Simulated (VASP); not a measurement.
Band structure of AuAl$_{2}$ (fluorite). Calculation: TPSS meta-GGA, VASP's PBE PAW potentials (set 64) (plane waves; VASP).

Unless said otherwise, spin-orbit coupling is left out, though it shifts the bands of the heavy elements here.

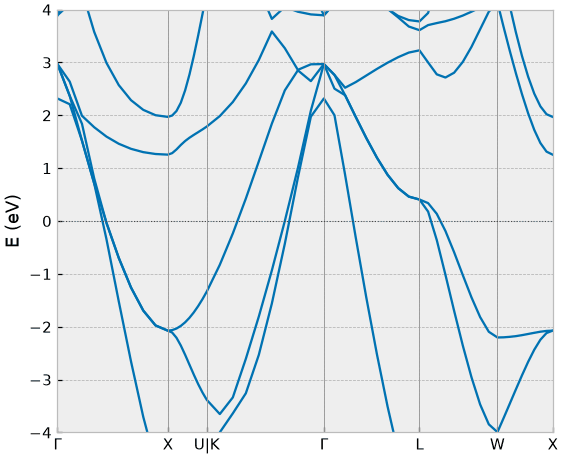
Figure. Bands along high-symmetry lines, zero at the valence-band maximum or, without a gap, the Fermi level

### Question
Read the plot: is there a gap, and where are the band edges?

### Answer
It has no gap at this level: it comes out as a metal or semimetal.

The compound is AuAl2 in the fluorite structure. It was relaxed first. The electron count is odd and the run is not spin-polarised, which forces a metal.
